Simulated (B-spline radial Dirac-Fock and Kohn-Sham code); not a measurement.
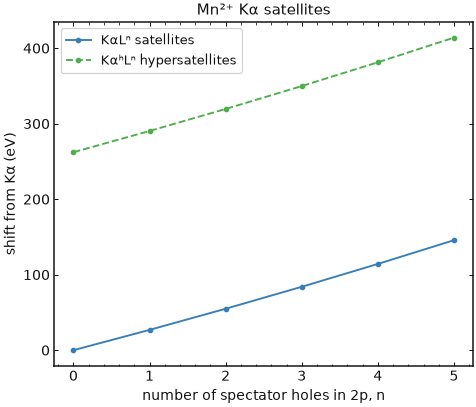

Shifts of Kα satellites and hypersatellites with the number of spectator holes in 2p, counted from the Kα line without spectators. It refers to the ion Mn²⁺, configuration [Ar] 3d5, inside a Watson sphere of charge −2 and radius 2.7 Å that stands in for a crystal. Level of theory: Dirac–Fock ΔSCF (average of configuration, Fermi nucleus, Breit and QED terms, no correlation); calculated with a B-spline radial atomic code.

**What is the shift of the ordinary satellite (one 1s hole) with 5 spectator holes?**

146 eV.

**How far above Kα is the hypersatellite?**

262 eV as an average over the ¹P and ³P final terms; Kα itself is at 5.8936 keV.
